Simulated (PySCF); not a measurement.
```csv
atom,x (Å),y (Å),z (Å)
C,-2.3069,-0.3449,-0.1920
C,-0.8267,-0.2018,-0.0560
C,-0.2929,1.0861,-0.2583
C,1.0299,1.4195,-0.1758
O,1.9663,0.5788,0.1033
Al,2.3717,-1.0533,0.4811
S,0.0217,-1.6021,0.3275
H,-2.6271,-0.0179,-1.1809
H,-2.8082,0.2870,0.5408
H,-2.6063,-1.3773,-0.0393
H,-0.9936,1.8726,-0.4973
H,1.3375,2.4528,-0.3529
H,3.0195,-1.8199,-0.6898
H,2.7144,-1.2801,1.9675
```

Geometry: GFN2-xTB.

Level of theory: PySCF, PBE0/pcSseg-1, SCF density, gas phase, non-relativistic.

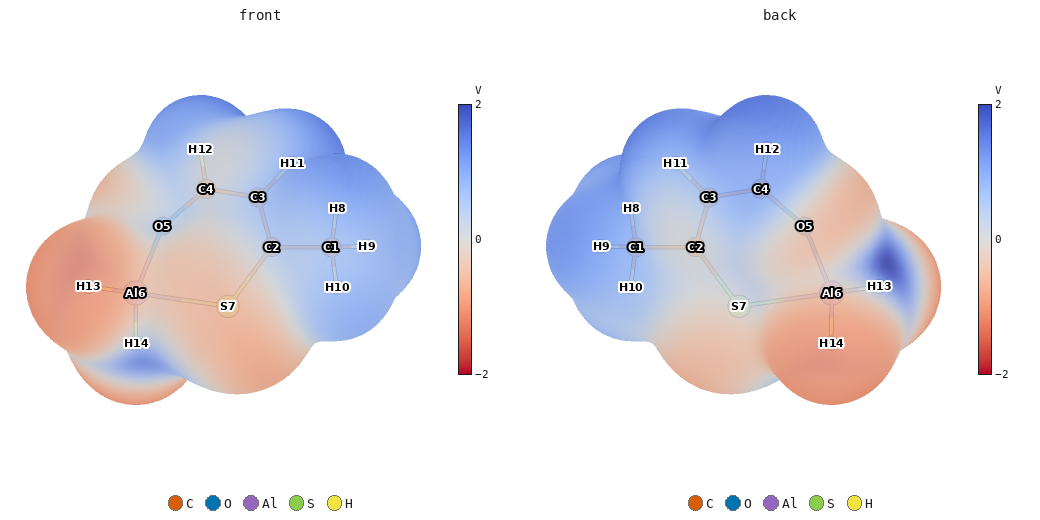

C$_{4}$H$_{7}$AlOS (SMILES CC1=CC=[O+][AlH2-][S]1). The electrostatic potential painted on the density surface at 0.002 e/bohr³, seen from the front and from behind; red is negative and blue positive.

### Which sites attract a positive test charge, and which a negative one?

A positive charge is drawn to the negative regions and a negative charge to the positive ones. The most negative region (about −1.0 V, or −23 kcal/mol for a unit charge) lies over H13 and H14, the most positive (about +1.7 V, or +39 kcal/mol for a unit charge) over Al6.

### What dipole moment does the calculation give?

Its dipole moment is 4.70 D.
